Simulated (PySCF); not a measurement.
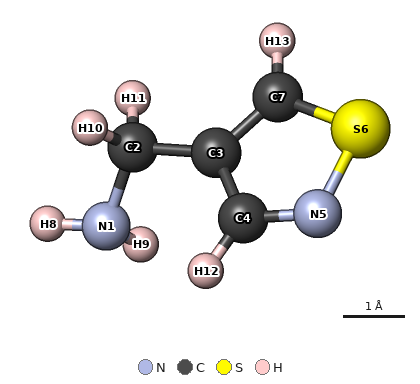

Figure 1. The structure as given in the input (ball-and-stick view, seen at a tilt; atoms are numbered from 1 in the order of the input). Bond lengths as drawn: C–C 1.37 to 1.50 Å, C–H 1.09 to 1.11 Å, C–N 1.31 to 1.45 Å, C–S 1.71 Å, H–N 1.02 Å and N–S 1.66 Å.

**Two runs on C₄H₆N₂S**

System: C₄H₆N₂S.
Method of run A: GIAO PBE0/pcSseg-1 NMR shielding, non-relativistic, IEF-PCM tetrahydrofuran (PySCF 2.14.0).

The geometry comes from this level: PBE0-D3(BJ)/def2-SVP. Text and figures count atoms from 1; the logs count them from 0 in places.

## Input, run A
```
{"job": {"kind": "nmr", "xc": "PBE0", "basis": "pcSseg-1", "solvent": "tetrahydrofuran", "pop": false}, "charge": 0, "multiplicity": 1}
N     -1.656686    -0.084777    -1.025058
C     -1.054708    -0.403241     0.254069
C      0.396845    -0.024539     0.267630
C      1.289739    -0.222741    -0.830753
N      2.537138     0.145081    -0.660207
S      2.719714     0.767492     0.864998
C      1.083640     0.547270     1.311168
H     -2.615286    -0.421483    -1.067152
H     -1.686578     0.923430    -1.163559
H     -1.133140    -1.495374     0.399550
H     -1.547564     0.055070     1.136781
H      0.980283    -0.646482    -1.790134
H      0.697815     0.836843     2.289152
```

The first line tells a small driver script what to run in PySCF; the rest is the geometry in Å.

Command:
```bash
OMP_NUM_THREADS=1 python <driver script> task.json out
```

Hardware: 1 CPU thread, shared host.

## Output (run A)
```
coarse grid: 11816 points
cycle   1  E = -663.1465676712  dE =  1.146e+00  |g| = 3.754e-01  |ddm| = 3.564e+00
cycle   2  E = -663.1322198546  dE =  1.435e-02  |g| = 4.591e-01  |ddm| = 8.594e-01
cycle   3  E = -663.1790668796  dE = -4.685e-02  |g| = 7.151e-02  |ddm| = 4.752e-01
cycle   4  E = -663.1798588403  dE = -7.920e-04  |g| = 4.268e-02  |ddm| = 9.036e-02
cycle   5  E = -663.1802952357  dE = -4.364e-04  |g| = 7.895e-03  |ddm| = 4.255e-02
cycle   6  E = -663.1803056769  dE = -1.044e-05  |g| = 4.511e-03  |ddm| = 1.128e-02
cycle   7  E = -663.1803104373  dE = -4.760e-06  |g| = 6.569e-04  |ddm| = 4.080e-03
final grid: 110800 points
cycle   8  E = -663.2195385534  dE = -2.299e-05  |g| = 8.985e-03  |ddm| = 2.814e-02
cycle   9  E = -663.2195210273  dE =  1.753e-05  |g| = 1.233e-02  |ddm| = 2.023e-02
cycle  10  E = -663.2195578623  dE = -3.683e-05  |g| = 1.050e-03  |ddm| = 1.233e-02
cycle  11  E = -663.2195581181  dE = -2.558e-07  |g| = 3.131e-04  |ddm| = 1.151e-03
cycle  12  E = -663.2195581392  dE = -2.111e-08  |g| = 1.262e-04  |ddm| = 3.659e-04
cycle  13  E = -663.2195581428  dE = -3.619e-09  |g| = 3.765e-05  |ddm| = 1.305e-04
cycle  14  E = -663.2195581431  dE = -2.740e-10  |g| = 1.376e-05  |ddm| = 3.582e-05
converged SCF energy = -663.2195581431

GIAO shielding tensors (ppm)
atom      isotropic    diamagn.    paramagn.     s11        s22        s33       span
  0 N      230.904     314.752     -83.848    191.834    239.602    261.275     69.441
  1 C      141.372     240.902     -99.529    125.732    138.356    160.029     34.296
  2 C       36.584     258.690    -222.106    -32.201     15.260    126.692    158.894
  3 C       19.725     249.779    -230.054    -64.700      4.269    119.607    184.307
  4 N      -73.248     330.266    -403.514   -304.437   -133.123    217.815    522.253
  5 S      103.564    1056.360    -952.797    -75.510    172.556    213.645    289.155
  6 C       32.121     254.451    -222.329    -64.016     21.747    138.633    202.649
  7 H       30.041      28.944       1.097     22.907     26.044     41.170     18.263
  8 H       30.571      31.112      -0.541     24.400     28.852     38.460     14.059
  9 H       27.236      28.277      -1.041     23.478     26.497     31.735      8.257
 10 H       26.859      29.560      -2.701     20.345     27.529     32.705     12.360
 11 H       22.270      29.592      -7.322     18.269     22.192     26.351      8.082
 12 H       22.850      30.657      -7.807     21.186     22.054     25.311      4.124
```

The input of run B differs as follows (lines with − go, lines with + come):
```diff
-"solvent": "tetrahydrofuran"
-"pop": false
+"solvent": "chloroform"
+"pop": true
```

What does this change do to the results?

The total energy of run B is 0.8 kcal/mol higher: the change of the electrostatic solvation energy at this fixed geometry, without cavity or dispersion terms. The dipole moment goes from 5.09 to 4.94 D. Of all shieldings, the largest change is that of N5, by −2.1 ppm. The number of SCF iterations is the same.

## Output (run B)
```
coarse grid: 11816 points
cycle   1  E = -663.1447778773  dE =  1.148e+00  |g| = 3.777e-01  |ddm| = 3.564e+00
cycle   2  E = -663.1291226255  dE =  1.566e-02  |g| = 4.665e-01  |ddm| = 8.699e-01
cycle   3  E = -663.1775771546  dE = -4.845e-02  |g| = 7.531e-02  |ddm| = 4.888e-01
cycle   4  E = -663.1784808812  dE = -9.037e-04  |g| = 4.424e-02  |ddm| = 9.556e-02
cycle   5  E = -663.1789509446  dE = -4.701e-04  |g| = 8.122e-03  |ddm| = 4.459e-02
cycle   6  E = -663.1789616382  dE = -1.069e-05  |g| = 4.858e-03  |ddm| = 1.186e-02
cycle   7  E = -663.1789671900  dE = -5.552e-06  |g| = 6.586e-04  |ddm| = 4.408e-03
final grid: 110800 points
cycle   8  E = -663.2182037387  dE = -2.286e-05  |g| = 9.014e-03  |ddm| = 2.816e-02
cycle   9  E = -663.2181852554  dE =  1.848e-05  |g| = 1.248e-02  |ddm| = 2.047e-02
cycle  10  E = -663.2182231348  dE = -3.788e-05  |g| = 1.100e-03  |ddm| = 1.264e-02
cycle  11  E = -663.2182234208  dE = -2.861e-07  |g| = 3.122e-04  |ddm| = 1.212e-03
cycle  12  E = -663.2182234419  dE = -2.104e-08  |g| = 1.289e-04  |ddm| = 3.734e-04
cycle  13  E = -663.2182234457  dE = -3.774e-09  |g| = 4.024e-05  |ddm| = 1.358e-04
cycle  14  E = -663.2182234460  dE = -3.163e-10  |g| = 1.447e-05  |ddm| = 3.812e-05
converged SCF energy = -663.2182234460

GIAO shielding tensors (ppm)
atom      isotropic    diamagn.    paramagn.     s11        s22        s33       span
  0 N      230.500     314.553     -84.054    191.563    239.116    260.821     69.258
  1 C      141.305     240.959     -99.654    125.634    138.307    159.973     34.339
  2 C       36.901     258.684    -221.783    -31.860     15.881    126.680    158.539
  3 C       19.836     249.687    -229.851    -64.722      4.660    119.570    184.293
  4 N      -75.384     329.964    -405.347   -308.983   -134.437    217.270    526.252
  5 S      103.398    1056.352    -952.954    -76.660    173.272    213.582    290.243
  6 C       32.488     254.601    -222.113    -63.922     22.812    138.575    202.497
  7 H       30.092      28.976       1.116     22.974     26.136     41.166     18.192
  8 H       30.615      31.122      -0.508     24.455     28.932     38.457     14.002
  9 H       27.239      28.295      -1.055     23.489     26.509     31.721      8.233
 10 H       26.887      29.614      -2.727     20.369     27.568     32.724     12.355
 11 H       22.265      29.566      -7.301     18.267     22.192     26.336      8.069
 12 H       22.915      30.750      -7.835     21.296     22.079     25.370      4.075
```

## The two runs side by side

| quantity | run A | run B |
| --- | --- | --- |
| outcome | converged | converged |
| total energy (hartree) | −663.219558 | −663.218223 |
| HOMO (eV) | −6.92 | −6.93 |
| LUMO (eV) | −0.90 | −0.88 |
| dipole moment (D) | 5.09 | 4.94 |
| shielding of N1 (ppm) | 230.9 | 230.5 |
| shielding of C2 (ppm) | 141.4 | 141.3 |
| shielding of C3 (ppm) | 36.6 | 36.9 |
| shielding of C4 (ppm) | 19.7 | 19.8 |
| shielding of N5 (ppm) | −73.2 | −75.4 |
| shielding of S6 (ppm) | 103.6 | 103.4 |
| shielding of C7 (ppm) | 32.1 | 32.5 |
| SCF iterations | 14 | 14 |
| basis functions | 156 | 156 |
| wall time (shared host) | 21 s | 25 s |
